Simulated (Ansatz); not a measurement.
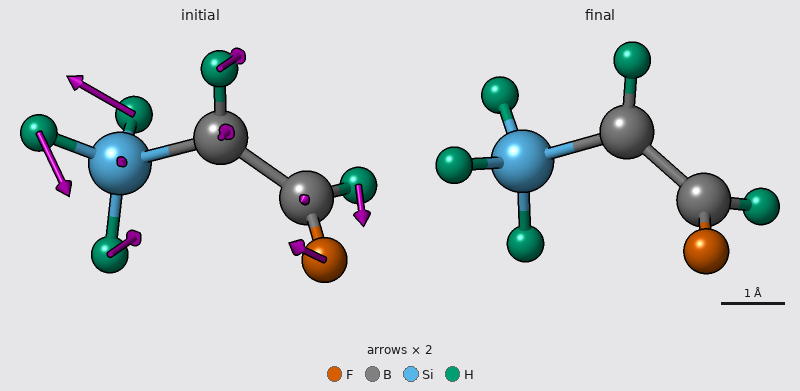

The structure of B2SiH5F before (left) and after (right) a relaxation, at one scale. The purple arrows give the displacements, 2 times their true length.

Style: ball-and-stick. Shown at a tilt.

The start comes from PBE-D4/def2-SVP.

These are results of RKS PBE0-D4/def2-TZVP (Ansatz), not measurements.

Input
```yaml
crystal:
  periodic: [false, false, false]
  atoms:
    - {symbol: F, position_ang: [1.545647, 1.123357, -2.066545]}
    - {symbol: B, position_ang: [0.518732, 0.353299, -1.693420]}
    - {symbol: B, position_ang: [-0.452586, 0.549510, -0.349988]}
    - {symbol: Si, position_ang: [-0.104612, -0.420686, 1.390659]}
    - {symbol: H, position_ang: [0.290959, -0.629455, -2.404834]}
    - {symbol: H, position_ang: [-1.524038, 1.129358, -0.412328]}
    - {symbol: H, position_ang: [-0.934643, -1.684303, 1.314346]}
    - {symbol: H, position_ang: [1.326946, -0.830292, 1.617044]}
    - {symbol: H, position_ang: [-0.577805, 0.362912, 2.587966]}
basis:
  gaussian: {orbitals: def2-TZVP}
hamiltonian: {xc: pbe0, dispersion: d4}
relax: {f_tol: 0.005, max_steps: 150}
```

Launched with:
```bash
ansatz run in.yaml --threads 2 --pin off --events-out ev --progress --plain --max-ram 4352MiB
```

Question: Summarise the run.

Answer: The largest moves after the best rigid fit, 0.66 Å, are those of H7 and H9. Largest moves by element: H 0.66 Å, F 0.42 Å, B 0.25 Å, Si 0.10 Å. Near-neighbour distances that change, for instance: Si4–H7 1.514 → 1.489 Å, B2–H5 1.234 → 1.210 Å, B3–H6 1.220 → 1.199 Å, B3–Si4 2.023 → 2.013 Å. Among the angles between lasting bonds that change: B3–Si4–H9 112.3° → 104.9°, B3–Si4–H7 105.2° → 112.1°, F1–B2–B3 127.2° → 124.3°. Groups turn about B3–Si4 by about 35°. The energy falls by 3.15 kJ/mol in 29 accepted moves (34 points after the start). The largest force component goes from 0.42 to 0.0032 eV/Å. The line search rejected the trial steps at points 2, 6, 16, 22, 28 of the run.
